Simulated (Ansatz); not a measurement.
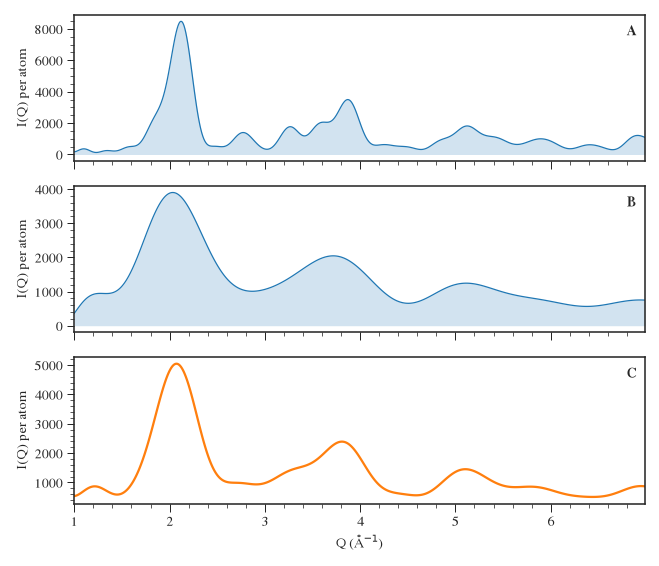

X-ray scattering of spheres cut from the crystal structure of La (P6_3/mmc, a = 3.839 Å, b = 3.839 Å, c = 6.161 Å, α = 90.00°, β = 90.00°, γ = 120.00°), calculated atom by atom with the Debye equation (B = 0.5 Å², no relaxation of the surface). It is based on the input geometry of an electronic-structure calculation (not necessarily at equilibrium); the starting structure was generated, so it need not be a known form of this composition.

**The spheres are 10, 14 and 28 Å across. Which curve is which?**

curve A: 28 Å (293 atoms); curve B: 10 Å (13 atoms); curve C: 14 Å (39 atoms). Peak widths go roughly as 2π/D, so the largest sphere has the sharpest peaks.

**Index the main peaks of the largest sphere.**

Q ≈ 2.12 Å⁻¹: 002 + 101; Q ≈ 2.77 Å⁻¹: 102; Q ≈ 3.27 Å⁻¹: 110; Q ≈ 3.87 Å⁻¹: 112 + 201; Q ≈ 5.12 Å⁻¹: 211 + 114; Q ≈ 5.90 Å⁻¹: 213 + 302.
